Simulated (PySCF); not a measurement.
# [AlH4]− (SMILES [H][Al-]([H])([H])[H]): PBE0/STO-3G

What is the energy change on altering one bond length of [AlH4]− at PBE0/STO-3G? The job is set up through a Python script.

The results are computed with PySCF 2.14.0.

12 further runs of the same task are left out: 1 that didn't finish, 11 set aside as unsound or not needed.

## 1. The structure to begin with

[AlH4]−: 5 atoms, total charge -1, spin state singlet. As SMILES, `[H][Al-]([H])([H])[H]`. Geometry: a GFN2-xTB relaxation, a rough one for these elements and not checked as a minimum.

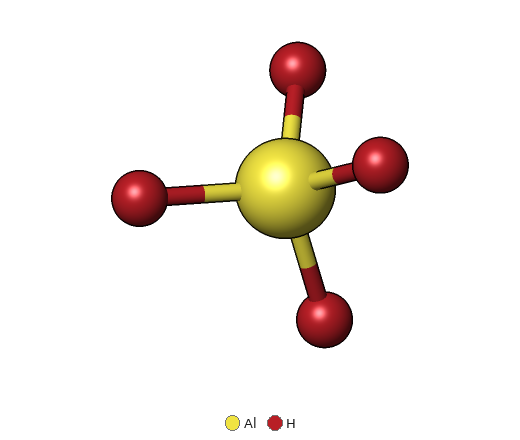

The structure, seen from a chosen angle (aluminium yellow, hydrogen red).

## 2. A single-point energy at PBE0/STO-3G

The input, calc.py:

```python
from pyscf import gto, dft

molecule = gto.M(
    atom='''
Al    -0.002740    -0.002041    -0.000019
H      0.024302    -0.036510     3.074717
H      2.891357     0.024566    -1.044792
H     -1.462478     2.521121    -0.982922
H     -1.450440    -2.507137    -1.047003
''',
    verbose=4,
    charge=-1,
    basis='sto-3g',
    unit='bohr',
    spin=0,
    max_memory=1860,
)

myscf = dft.RKS(molecule)
myscf.xc = 'pbe0'
myscf.conv_tol = 1e-10
myscf.grids.level = 5
myscf.kernel()
if not myscf.converged:
    myscf = myscf.newton().run(myscf.mo_coeff, myscf.mo_occ)

energy = myscf.e_tot
print('E = %.10f Eh' % energy)
```

On the command line:

```sh
$ OMP_NUM_THREADS=1 python calc.py
```

The program printed:

```text
PySCF version 2.14.0

[INPUT] num. atoms = 5
[INPUT] num. electrons = 18
[INPUT] charge = -1
[INPUT] spin (= nelec alpha-beta = 2S) = 0
[INPUT] symmetry False subgroup None
[INPUT] Mole.unit = bohr
[INPUT] Symbol           X                Y                Z      unit          X                Y                Z       unit  Magmom
[INPUT]  1 Al    -0.001449945558  -0.001080050687  -0.000010054367 AA   -0.002740000000  -0.002041000000  -0.000019000000 Bohr   0.0
[INPUT]  2 H      0.012860064580  -0.019320259971   1.627070166428 AA    0.024302000000  -0.036510000000   3.074717000000 Bohr   0.0
[INPUT]  3 H      1.530040233034   0.012999767363  -0.552880116552 AA    2.891357000000   0.024566000000  -1.044792000000 Bohr   0.0
[INPUT]  4 H     -0.773910029072   1.334119779172  -0.520139922512 AA   -1.462478000000   2.521121000000  -0.982922000000 Bohr   0.0
[INPUT]  5 H     -0.767539793807  -1.326719765054  -0.554050127365 AA   -1.450440000000  -2.507137000000  -1.047003000000 Bohr   0.0

nuclear repulsion = 18.0977263194124
number of shells = 9
number of NR pGTOs = 39
number of NR cGTOs = 13
basis = sto-3g
ecp = {}

******** <class 'pyscf.dft.rks.RKS'> ********
method = RKS
initial guess = minao
damping factor = 0
level_shift factor = 0
DIIS = <class 'pyscf.scf.diis.CDIIS'>
diis_start_cycle = 1
diis_space = 8
diis_damp = 0
SCF conv_tol = 1e-10
SCF conv_tol_grad = None
SCF max_cycles = 50
direct_scf = True
direct_scf_tol = 1e-13
XC library pyscf.dft.libxc version 7.0.0
    S. Lehtola, C. Steigemann, M. J.T. Oliveira, and M. A.L. Marques.,  SoftwareX 7, 1–5 (2018)
XC functionals = pbe0
radial grids:
    Treutler-Ahlrichs [JCP 102, 346 (1995); DOI:10.1063/1.469408] (M4) radial grids

becke partition: Becke, JCP 88, 2547 (1988); DOI:10.1063/1.454033
pruning grids: <function nwchem_prune>
grids dens level: 5
symmetrized grids: False
atomic radii adjust function: <function treutler_atomic_radii_adjust>
small_rho_cutoff = 0
Set gradient conv threshold to 1e-05
Initial guess from minao.
tot grids = 137208
init E= -241.195917280665
  HOMO = -0.294276450230449  LUMO = 0.206215306002515  gap/eV = 13.61907
cycle= 1 E= -241.620499840241  delta_E= -0.425  |g|= 0.0819  |ddm|= 1.97
  HOMO = 0.0795113651280056  LUMO = 0.629071874239023  gap/eV = 14.95430
cycle= 2 E= -241.622577511594  delta_E= -0.00208  |g|= 0.0479  |ddm|= 0.216
  HOMO = 0.0817159735833071  LUMO = 0.634740663102704  gap/eV = 15.04857
cycle= 3 E= -241.623391157539  delta_E= -0.000814  |g|= 0.00237  |ddm|= 0.0783
  HOMO = 0.0814699514387888  LUMO = 0.634724378436389  gap/eV = 15.05482
cycle= 4 E= -241.623394068421  delta_E= -2.91e-06  |g|= 7.46e-05  |ddm|= 0.00538
  HOMO = 0.0814808595725197  LUMO = 0.634732195738756  gap/eV = 15.05474
cycle= 5 E= -241.623394071031  delta_E= -2.61e-09  |g|= 2.55e-06  |ddm|= 0.000139
  HOMO = 0.0814800860520282  LUMO = 0.634732238355188  gap/eV = 15.05476
cycle= 6 E= -241.623394071035  delta_E= -3.75e-12  |g|= 3.06e-07  |ddm|= 6.95e-06
  HOMO = 0.0814802947787071  LUMO = 0.634732229514716  gap/eV = 15.05475
Extra cycle  E= -241.623394071035  delta_E= -2.84e-13  |g|= 1.12e-07  |ddm|= 1e-06
converged SCF energy = -241.623394071035
E = -241.6233940710 Eh
```

It took 1.4 s on 1 thread of Arm Neoverse V2, shared host; peak memory 0.17 GiB.

## 3. The distorted shape at the same level

The input, geometry.xyz:

```xyz
5
AlH4
Al    -1.226623    -0.012344     0.442279
H     -1.212313    -0.030584     2.069359
H      1.530040     0.013000    -0.552880
H     -1.999083     1.322856    -0.077851
H     -1.992713    -1.337984    -0.111761
```

The input, run.py:

```python
from pyscf import gto, dft

molecule = gto.Mole()
molecule.atom = 'geometry.xyz'
molecule.max_memory = 1860
molecule.charge = -1
molecule.spin = 0
molecule.basis = 'sto-3g'
molecule.verbose = 4
molecule.build()

calc0 = dft.RKS(molecule)
calc0.xc = 'pbe0'
calc0.conv_tol = 1e-10
calc0.grids.level = 5
calc0.kernel()
if not calc0.converged:
    calc0 = calc0.newton().run(calc0.mo_coeff, calc0.mo_occ)

etot = calc0.e_tot
print('E = %.10f Eh' % etot)
```

On the command line:

```sh
$ OMP_NUM_THREADS=1 python run.py
```

The program printed:

```text
PySCF version 2.14.0

[INPUT] num. atoms = 5
[INPUT] num. electrons = 18
[INPUT] charge = -1
[INPUT] spin (= nelec alpha-beta = 2S) = 0
[INPUT] symmetry False subgroup None
[INPUT] Mole.unit = angstrom
[INPUT] Symbol           X                Y                Z      unit          X                Y                Z       unit  Magmom
[INPUT]  1 Al    -1.226623000000  -0.012344000000   0.442279000000 AA   -2.317981528092  -0.023326779282   0.835786180647 Bohr   0.0
[INPUT]  2 H     -1.212313000000  -0.030584000000   2.069359000000 AA   -2.290939547250  -0.057795383794   3.910521763404 Bohr   0.0
[INPUT]  3 H      1.530040000000   0.013000000000  -0.552880000000 AA    2.891356559630   0.024566439619  -1.044791779750 Bohr   0.0
[INPUT]  4 H     -1.999083000000   1.322856000000  -0.077851000000 AA   -3.777719370274   2.499835542238  -0.147117068524 Bohr   0.0
[INPUT]  5 H     -1.992713000000  -1.337984000000  -0.111761000000 AA   -3.765681814860  -2.528423319050  -0.211197681408 Bohr   0.0

nuclear repulsion = 16.0408308507672
number of shells = 9
number of NR pGTOs = 39
number of NR cGTOs = 13
basis = sto-3g
ecp = {}

******** <class 'pyscf.dft.rks.RKS'> ********
method = RKS
initial guess = minao
damping factor = 0
level_shift factor = 0
DIIS = <class 'pyscf.scf.diis.CDIIS'>
diis_start_cycle = 1
diis_space = 8
diis_damp = 0
SCF conv_tol = 1e-10
SCF conv_tol_grad = None
SCF max_cycles = 50
direct_scf = True
direct_scf_tol = 1e-13
XC library pyscf.dft.libxc version 7.0.0
    S. Lehtola, C. Steigemann, M. J.T. Oliveira, and M. A.L. Marques.,  SoftwareX 7, 1–5 (2018)
XC functionals = pbe0
radial grids:
    Treutler-Ahlrichs [JCP 102, 346 (1995); DOI:10.1063/1.469408] (M4) radial grids

becke partition: Becke, JCP 88, 2547 (1988); DOI:10.1063/1.454033
pruning grids: <function nwchem_prune>
grids dens level: 5
symmetrized grids: False
atomic radii adjust function: <function treutler_atomic_radii_adjust>
small_rho_cutoff = 0
Set gradient conv threshold to 1e-05
Initial guess from minao.
tot grids = 137208
init E= -241.044279722789
  HOMO = -0.186428547537758  LUMO = 0.0033107225976633  gap/eV = 5.16307
cycle= 1 E= -241.385758653717  delta_E= -0.341  |g|= 0.226  |ddm|=  2.1
  HOMO = 0.234877164692653  LUMO = 0.405219177559024  gap/eV = 4.63524
cycle= 2 E= -240.887621877248  delta_E= 0.498  |g|= 0.669  |ddm|= 2.79
  HOMO = 0.210466846566771  LUMO = 0.355995053955935  gap/eV = 3.96002
cycle= 3 E= -241.445477076267  delta_E= -0.558  |g|= 0.045  |ddm|= 2.29
  HOMO = 0.208473630958502  LUMO = 0.359667198324934  gap/eV = 4.11419
cycle= 4 E= -241.447447674915  delta_E= -0.00197  |g|= 0.0128  |ddm|= 0.126
  HOMO = 0.199804571017809  LUMO = 0.358232800134836  gap/eV = 4.31105
cycle= 5 E= -241.447465507344  delta_E= -1.78e-05  |g|= 0.0102  |ddm|= 0.00992
  HOMO = 0.200453657918805  LUMO = 0.358260270104292  gap/eV = 4.29414
cycle= 6 E= -241.447510244773  delta_E= -4.47e-05  |g|= 0.00724  |ddm|= 0.00907
  HOMO = 0.201745547106702  LUMO = 0.358172546808809  gap/eV = 4.25660
cycle= 7 E= -241.447553680895  delta_E= -4.34e-05  |g|= 0.000532  |ddm|= 0.0228
  HOMO = 0.201608658022889  LUMO = 0.358181472165696  gap/eV = 4.26056
cycle= 8 E= -241.447553910814  delta_E= -2.3e-07  |g|= 3.11e-05  |ddm|= 0.00143
  HOMO = 0.201604945154009  LUMO = 0.358182169056446  gap/eV = 4.26068
cycle= 9 E= -241.447553911611  delta_E= -7.97e-10  |g|= 5.12e-07  |ddm|= 8.87e-05
  HOMO = 0.201604790736642  LUMO = 0.358182165340041  gap/eV = 4.26069
cycle= 10 E= -241.447553911612  delta_E= -4.55e-13  |g|= 3.73e-08  |ddm|= 1.53e-06
  HOMO = 0.201604764127406  LUMO = 0.358182159706339  gap/eV = 4.26069
Extra cycle  E= -241.447553911612  delta_E= 5.68e-14  |g|= 2.78e-08  |ddm|= 1.54e-07
converged SCF energy = -241.447553911612
E = -241.4475539116 Eh
```

Wall time 1.7 s (1 thread of Arm Neoverse V2, shared host); peak memory 0.17 GiB.

## 4. Results

At PBE0/STO-3G:

```
                                                              quantity          value
                                             first shape: total energy  -241.62339 Eh
                                              first shape: HOMO energy        2.22 eV
                                              first shape: LUMO energy       17.27 eV
    first shape: HOMO–LUMO gap (to an unbound level, set by the basis)       15.05 eV
                                         distorted shape: total energy  -241.44755 Eh
                                          distorted shape: HOMO energy        5.49 eV
                                          distorted shape: LUMO energy        9.75 eV
distorted shape: HOMO–LUMO gap (to an unbound level, set by the basis)        4.26 eV
    energy change with the Al1–H3 bond stretched from 1.628 to 2.931 Å       4.785 eV
```

What this shows: With the Al1–H3 bond stretched from 1.628 to 2.931 Å the energy rises by 4.78 eV (462 kJ/mol). The first shape isn't relaxed at this level, so the change isn't measured from a minimum. The minimal basis adds a large error of its own. The HOMO (first shape) lies at positive energy, 2.22 eV; only total energies tell whether the electron is bound. Mulliken charges (distorted shape) run from -0.52 on H3 to +0.51 on Al1. The HOMO (distorted shape) lies at positive energy, 5.49 eV; only total energies tell whether the electron is bound.
